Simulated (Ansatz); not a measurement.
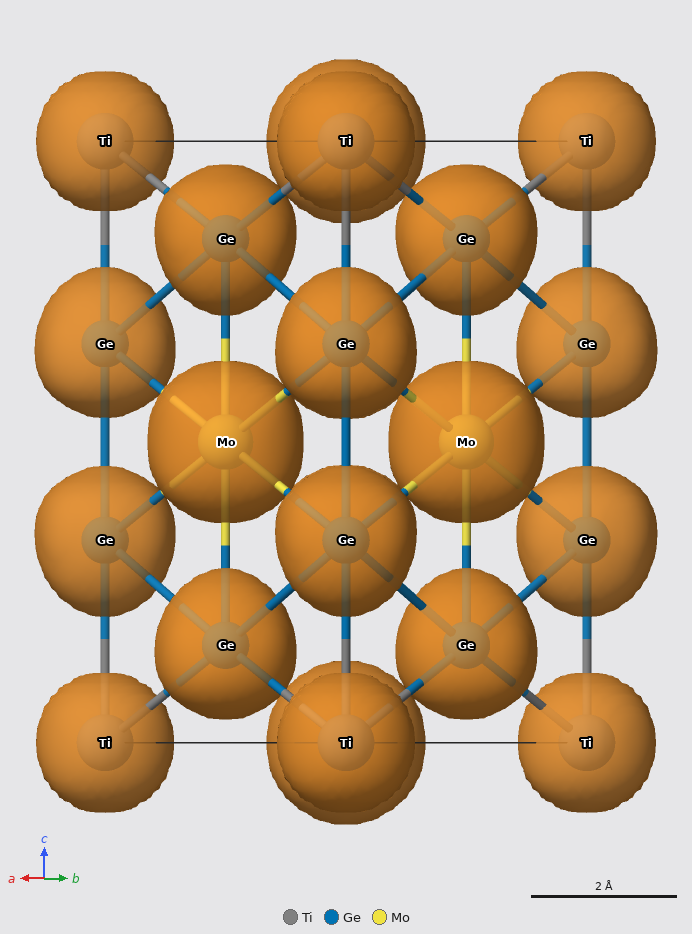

Figure. TiGe₈Mo₃. Isosurface of the valence electron density at 0.4 e/Å³ (orange), seen along [110]. Sticks mark near contacts.

Space group P4/mmm; a structure generated by program, which may or may not match a known phase; computed without spin polarisation.

Method: DFT PBE, scalar-relativistic, plane waves, PAW (Ansatz).

The density is the valence pseudo-density of a PAW calculation; it isn't the true density close to the nuclei.

```
Ti Ge Mo
1.0
     4.72888    0.00000    0.00000
     0.00000    4.72888    0.00000
     0.00000    0.00000    8.34852
Ti Ge Mo
1 8 3
Direct
  0.00000 0.00000 0.00000
  0.00000 0.00000 0.66325
  0.00000 0.50000 0.16213
  0.50000 0.00000 0.16213
  0.50000 0.50000 0.66094
  0.00000 0.00000 0.33675
  0.00000 0.50000 0.83787
  0.50000 0.00000 0.83787
  0.50000 0.50000 0.33906
  0.00000 0.50000 0.50000
  0.50000 0.00000 0.50000
  0.50000 0.50000 0.00000
```

Which contacts does the surface bridge?

Answer. At this value the density breaks into separate islands; it holds about 80 % of the electrons treated as valence (semicore included). It bridges none of the near contacts. It is pinched off along the sampled Ge–Ge (2.69 Å), Ge–Mo (2.72 Å), Ti–Ge (2.72 Å) and Ge–Ge (2.78 Å) contacts. On the grid the lowest density along these lines, outside the cores, is 0.23 e/Å³ (Ge–Ge, 2.69 Å), 0.34 e/Å³ (Ge–Mo, 2.72 Å), 0.26 e/Å³ (Ti–Ge, 2.72 Å) and 0.27 e/Å³ (Ge–Ge, 2.78 Å).
